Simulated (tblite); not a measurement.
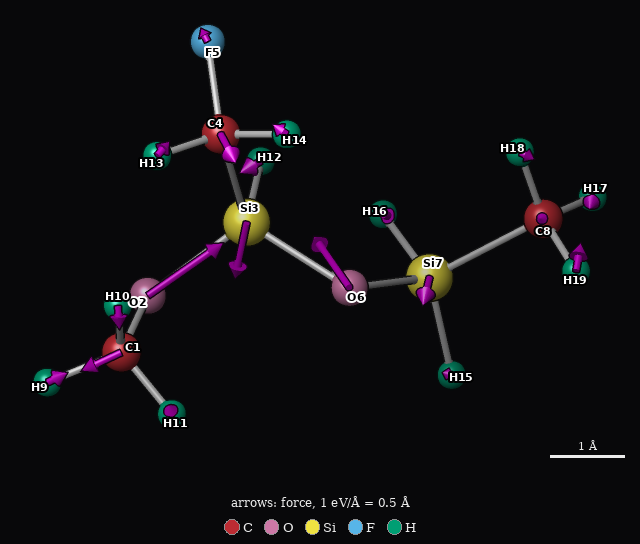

Starting geometry of C3H11FO2Si2 with the computed forces as purple arrows. A ball-and-stick model, seen at a tilt.

Computed with GFN2-xTB geometry optimisation, gas phase in tblite 0.8.0. 

### What follows when this structure is relaxed?

It isn't relaxed: the largest force vector, on O6, is 2.75 eV/Å. The final displacements follow the starting forces only in part (cosine between the two patterns 0.32). After 229 geometry steps the energy has fallen by 136.4 kJ/mol. The largest moves after the best rigid fit, 1.54 Å, are those of F5 and H10. Largest moves by element: F 1.54 Å, H 1.54 Å, O 1.41 Å, C 0.64 Å, Si 0.37 Å. Among the contacts that change: Si3–Si7 2.783 → 3.180 Å, O2–Si3 1.718 → 1.618 Å, Si3–O6 1.712 → 1.614 Å, O6–Si7 1.724 → 1.636 Å. Among the angles between lasting bonds that change: Si3–O6–Si7 108.1° → 156.0°, C1–O2–Si3 112.1° → 127.2°, O2–Si3–C4 111.6° → 101.9°. Groups turn about C1–O2 by about 120°, O2–Si3 by about 115°, Si3–O6 by about 105°. Cost: 2.1 s on 1 thread of Arm Neoverse V1 (shared host).
